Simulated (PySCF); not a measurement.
# BCl (SMILES [B]Cl): CCSDT/STO-6G

What is the vertical singlet–triplet gap of BCl at CCSDT/STO-6G? Input form: a Python script.

Program for the calculation: PySCF 2.14.0.

17 further runs of the same task are left out: 7 that didn't finish, 10 set aside as unsound or not needed.

## (1) The system as given

BCl has 2 atoms, charge 0, and is taken as a singlet. SMILES: `[B]Cl`. The coordinates come from a PBE0-D4/def2-TZVP relaxation.

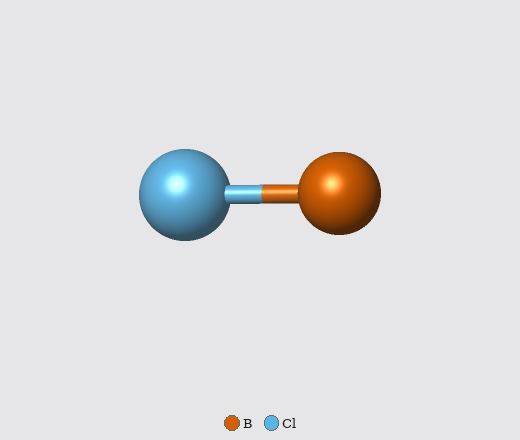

The structure, seen from a chosen angle (boron orange, chlorine blue).

## (2) A single-point energy at CCSDT/STO-6G

Input file start.xyz:

```xyz
2

B      0.000000     0.000000    -0.069660
Cl     0.000000     0.000000     1.648190
```

Input file job.py:

```python
from pyscf import gto, cc

mol = gto.M(
    atom='start.xyz',
    verbose=3,
    max_memory=1860,
    charge=0,
    basis='sto-6g',
)

myscf = mol.RHF()
myscf.conv_tol = 1e-10
myscf.kernel()
if not myscf.converged:
    myscf = myscf.newton().run(myscf.mo_coeff, myscf.mo_occ)

mycc = cc.CCSDT(myscf, frozen=6)
mycc.kernel()
etot = mycc.e_tot
print('E = %.10f Eh' % etot)
```

Command:

```sh
$ OMP_NUM_THREADS=1 python job.py
```

Output:

```text
converged SCF energy = -482.502731429816
_make_eris_incore_RCCSDT

WARN: A large `blksize` is being used, which may cause large memory consumption
      for storing contraction intermediates. If memory is sufficient, consider using
      `pyscf.cc.rccsdt_highm.RCCSDT` instead.

WARN: A large `blksize_oovv` is being used, which may cause large memory consumption
      for storing contraction intermediates. If memory is sufficient, consider using
      `pyscf.cc.rccsdt_highm.RCCSDT` instead.

WARN: A large `blksize_oooo` is being used, which may cause large memory consumption
      for storing contraction intermediates. If memory is sufficient, consider using
      `pyscf.cc.rccsdt_highm.RCCSDT` instead.

RCCSDT converged
E(RCCSDT) = -482.5680925475805   E_corr = -0.06536111776406861
E_corr(same-spin) = -0.00740528177627151
E_corr(oppo-spin) = -0.0579558359877971
E = -482.5680925476 Eh
```

Wall time 0.8 s (1 thread of Arm Neoverse V2, shared host); peak memory 0.12 GiB.

## (3) The triplet, same level

Input file run.py:

```python
from pyscf import gto, scf, cc

mol = gto.M(
    atom='B -0.000000 -0.000000 -0.069660; Cl 0.000000 0.000000 1.648190',
    max_memory=1860,
    verbose=3,
    basis='sto-6g',
    spin=2,
)

calc0 = scf.UHF(mol)
calc0.conv_tol = 1e-10
calc0.kernel()
if not calc0.converged:
    calc0 = calc0.newton().run(calc0.mo_coeff, calc0.mo_occ)

mycc = cc.CCSDT(calc0, frozen=6)
mycc.kernel()
e_final = mycc.e_tot
print('E(%s) = %.9f' % ('CCSDT', e_final))
```

Command:

```sh
$ OMP_NUM_THREADS=1 python run.py
```

Output:

```text
WARN: HOMO 0.173364623310141 >= LUMO -0.195081913053202

converged SCF energy = -482.468149781394  <S^2> = 2.0056399  2S+1 = 3.0037576
_make_eris_incore_UCCSDT

WARN: A large `blksize_v_aaa` is being used, which may cause large memory consumption
      for storing contraction intermediates. If memory is sufficient, consider using
      `pyscf.cc.uccsdt_highm.UCCSDT` instead.

WARN: A large `blksize_v_aab` is being used, which may cause large memory consumption
      for storing contraction intermediates. If memory is sufficient, consider using
      `pyscf.cc.uccsdt_highm.UCCSDT` instead.

UCCSDT converged
E(UCCSDT) = -482.4949004300812   E_corr = -0.02675064868699002
E_corr(same-spin) = -0.00492427724612565
E_corr(oppo-spin) = -0.0218263714408644
E(CCSDT) = -482.494900430
```

It took 0.88 s on 1 thread of Arm Neoverse V2, shared host; peak memory 0.1 GiB.

## (4) Results

At CCSDT/STO-6G, 6 core orbitals frozen:

| quantity | value |
| --- | --- |
| singlet: total energy | -482.56809 Eh |
| singlet: dipole moment (Hartree–Fock density) | 0.34 D |
| singlet: HOMO energy (Hartree–Fock orbitals) | -8.25 eV |
| singlet: LUMO energy (Hartree–Fock orbitals) | 6.37 eV |
| singlet: HOMO–LUMO gap (Hartree–Fock orbitals) | 14.62 eV |
| singlet: correlation energy (6 core orbitals frozen) | -65.4 mEh |
| singlet: T1 diagnostic | 0.016 |
| triplet: total energy | -482.49490 Eh |
| triplet: dipole moment (Hartree–Fock density) | 1.97 D |
| triplet: HOMO energy (Hartree–Fock orbitals) (highest over α and β) | -6.86 eV |
| triplet: LUMO energy (Hartree–Fock orbitals) (lowest over α and β) | 5.37 eV |
| triplet: correlation energy (6 core orbitals frozen) | -26.8 mEh |
| triplet: ⟨S²⟩ of the reference determinant | 2.006 |
| triplet: T1 diagnostic | 0.015 |
| vertical energy of the triplet above the singlet | 1.992 eV |

**Reading.** At this shape the triplet lies 1.99 eV (46 kcal/mol) above the singlet. In a minimal basis such a difference can be off by several eV, whatever the method.
